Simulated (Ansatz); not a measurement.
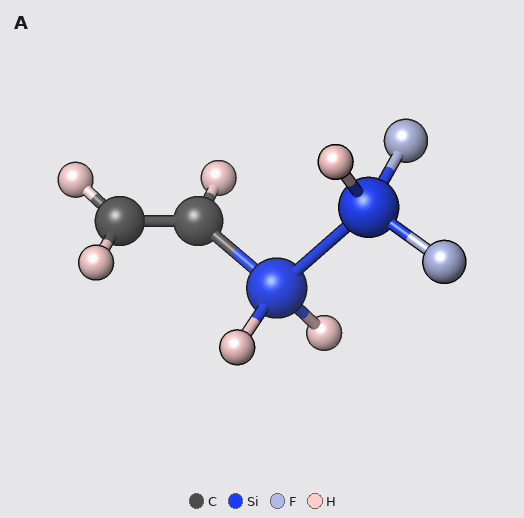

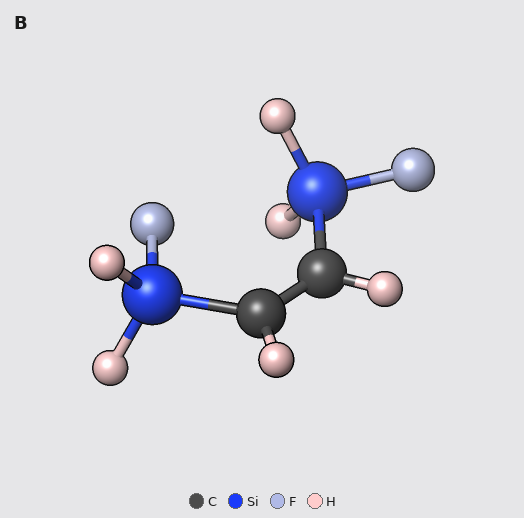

2 stationary structures of one formula. Geometries: PBE-D4/def2-SVP. Electronic energies: PBE-D4/def2-SVP (Ansatz 0.2.0), without zero-point energy. No frequency run is at hand to confirm each as a minimum. Each is one conformer, not always the lowest.

> Which structure is the most stable?

A is lowest; B lies 0.120 eV above it. A is `C=C[SiH2][SiH](F)F`, B is `F[SiH2]/C=C\[SiH2]F`.
